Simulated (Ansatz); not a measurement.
# Calculations on SiH₅SF

Part 1: Relaxation

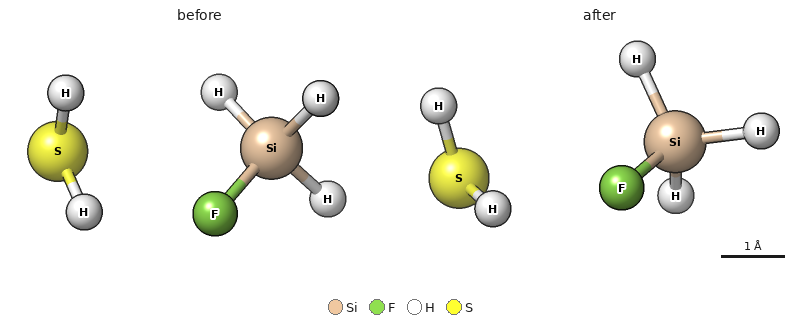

The structure of SiH₅SF before (left) and after (right) a relaxation, at one scale.

A ball-and-stick model, seen face on.

The run prepares an end point of a later path (reaction) calculation, from a guessed geometry.

Method: RKS PBE0-D4/def2-SVP (Ansatz 0.2.0).

Input file:
```yaml
crystal:
  periodic: [false, false, false]
  atoms:
    - { symbol: Si, position_ang: [-0.57899, 0.194305, -1.065594] }
    - { symbol: F, position_ang: [0.955509, -0.39767, -0.86841] }
    - { symbol: H, position_ang: [-1.328486, -0.787177, -1.894737] }
    - { symbol: H, position_ang: [-1.258629, 0.430978, 0.228516] }
    - { symbol: H, position_ang: [-0.424758, 1.484517, -1.799368] }
    - { symbol: H, position_ang: [1.354894, -0.9783, 1.194905] }
    - { symbol: S, position_ang: [0.461212, -0.621834, 2.147798] }
    - { symbol: H, position_ang: [0.819249, 0.675181, 2.05699] }
basis:
  gaussian: { orbitals: def2-SVP }
hamiltonian:
  xc: pbe0
  dispersion: d4
relax:
  f_tol: 0.03
  max_steps: 50
```

Run as
```bash
ansatz run input.yaml --threads 2 --pin off --max-ram 3072MiB --backend cpu --events-out ev --progress --plain --runs-dir out
```

Summarise the run.

The atom that moves furthest after the best rigid fit is H4 (0.92 Å). Largest moves by element: H 0.92 Å, F 0.60 Å, S 0.49 Å, Si 0.19 Å. Near-neighbour distances that change, for instance: Si1–F2 1.657 → 1.634 Å, Si1–H4 1.481 → 1.487 Å, H6–S7 1.354 → 1.350 Å. Bond angles that change, for instance: F2–Si1–H4 112.2° → 108.9°. The energy falls by 4.12 kcal/mol in 17 accepted moves (19 points after the start). The largest force component goes from 0.64 to 0.0022 eV/Å. The line search rejected the trial steps at points 7, 8 of the run. The forces were under the threshold at step 9, but the run went on from there.

Part 2: Relaxation

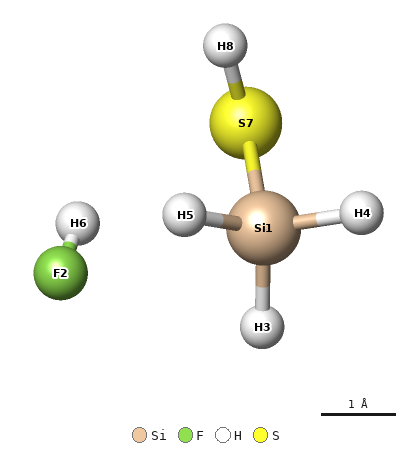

Starting structure of SiH₅SF. Style: ball-and-stick. Shown at a tilt.

The run prepares an end point of a later path (reaction) calculation, from a guessed geometry.

Level of theory: RKS PBE0-D4/def2-SVP (Ansatz).

The input:
```yaml
crystal:
  periodic: [false, false, false]
  atoms:
    - { symbol: Si, position_ang: [-0.843713, 0.255031, -0.281732] }
    - { symbol: F, position_ang: [1.800676, -0.877398, -1.076478] }
    - { symbol: H, position_ang: [-1.042807, -0.993495, -1.062115] }
    - { symbol: H, position_ang: [-2.16873, 0.910885, -0.063605] }
    - { symbol: H, position_ang: [0.066599, 1.223063, -0.950289] }
    - { symbol: H, position_ang: [1.831313, -1.013996, -0.175003] }
    - { symbol: S, position_ang: [-0.017074, -0.371993, 1.61702] }
    - { symbol: H, position_ang: [0.373736, 0.867903, 1.992302] }
basis:
  gaussian: { orbitals: def2-SVP }
hamiltonian:
  xc: pbe0
  dispersion: d4
relax:
  f_tol: 0.03
  max_steps: 50
```

Launched with:
```bash
ansatz run input.yaml --threads 2 --pin off --max-ram 3072MiB --backend cpu --events-out ev --progress --plain --runs-dir out
```

**Where does the relaxation end?**

Over 9 accepted moves (10 points after the start) the energy falls by 0.081 eV. Largest force component: 0.97 eV/Å at the start, 0.021 eV/Å at the end. The line search rejected the trial step at point 6 of the run. The largest moves after the best rigid fit, 0.25 Å, are those of F2 and H6. By element the largest moves are H 0.25 Å, F 0.25 Å, S 0.19 Å, Si 0.06 Å. Among the contacts that change: F2–H6 0.912 → 0.934 Å, Si1–S7 2.164 → 2.175 Å. Cost: 5.7 s on 2 threads of AMD EPYC 9R45 96-Core Processor (Zen 5) (shared host), peak memory 0.16 GiB.

Step by step:

| step | E − E(0), eV | largest force component, eV/Å | note |
| --- | --- | --- | --- |
| 0 | 0.0000 | 0.9747 |  |
| 1 | -0.0036 | 2.1213 |  |
| 2 | -0.0214 | 0.9428 |  |
| 3 | -0.0529 | 0.9669 |  |
| 4 | -0.0566 | 0.2474 |  |
| 5 | -0.0675 | 0.2889 |  |
| 6 | -0.0624 | 0.8952 | rejected |
| 7 | -0.0797 | 0.0485 |  |
| 8 | -0.0804 | 0.0139 |  |
| 9 | -0.0808 | 0.0437 |  |
| 10 | -0.0809 | 0.0207 |  |

Final geometry:

```xyz
8

Si   -0.8903    0.2671   -0.3238
F     1.9762   -0.9197   -0.9103
H    -1.1500   -0.9613   -1.1168
H    -2.1768    0.9324    0.0324
H    -0.0115    1.2282   -1.0413
H     1.6822   -0.8857   -0.0240
S     0.0927   -0.4437    1.4814
H     0.4774    0.7826    1.9025
```

After the run, drawn alike:

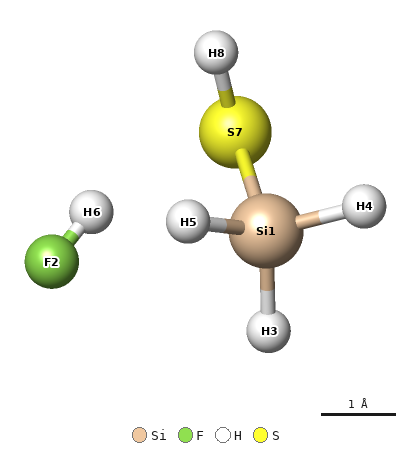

Limits of the set-up: the start holds two separate molecules, 2.7 Å apart at their closest, whose relative position is a soft coordinate.

Part 3: Path

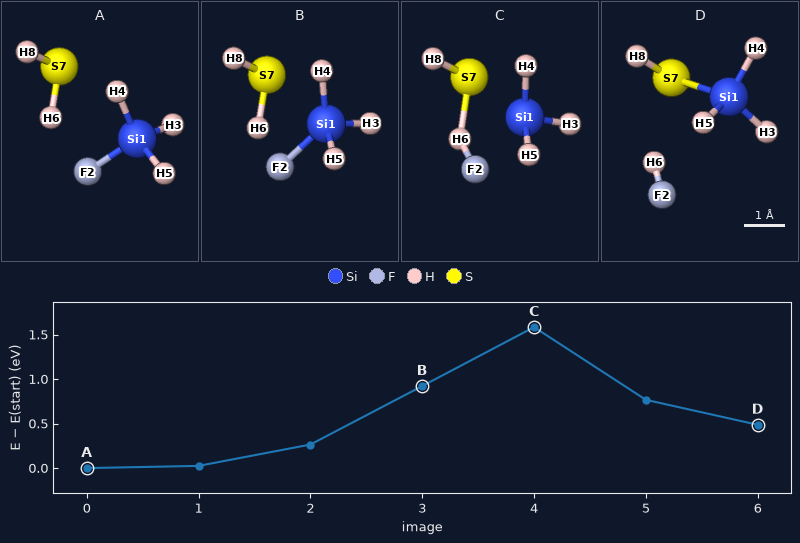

A search for the minimum-energy path of SiH$_{5}$SF, made up at the start of SiH₃F and H2S by the nudged elastic band. Images are numbered from 0 (start) to 6 (end). Frames A to D are images 0, 3, 4, 6. Style: ball-and-stick. Shown from a free direction.

The calculation used RKS PBE0-D4/def2-SVP in Ansatz 0.2.0. Set-up: 5 movable images; climbing image; force threshold 0.05 eV/Å; iteration limit 60; starting path through a guess of the saddle point.

> Read off the barrier and say what moves.

The energy climbs by 1.58 eV to image 4 and then falls by 1.10 eV, so the end point sits at +0.49 eV. Breaking: H6–S7 (1.35 → 1.65 at the top → 2.23 Å), Si1–F2 (1.63 → 1.95 at the top → 3.16 Å). Forming: F2–H6 (2.29 → 1.12 at the top → 0.93 Å), Si1–S7 (3.63 → 2.46 at the top → 2.17 Å). The band converged in 15 iterations. The largest component of the band force went from 4.1 to 0.03 eV/Å. The climbing image converged on the top of the path. Its vibrational analysis gives one imaginary mode (610i cm⁻¹), as a transition state must have.

Limits of the set-up: the start holds two separate molecules, 2.3 Å apart at their closest, whose relative position is a soft coordinate.

The run took 34 s on 2 threads of AMD EPYC 9R45 96-Core Processor (Zen 5), with other jobs on the host, peak memory 0.18 GiB.
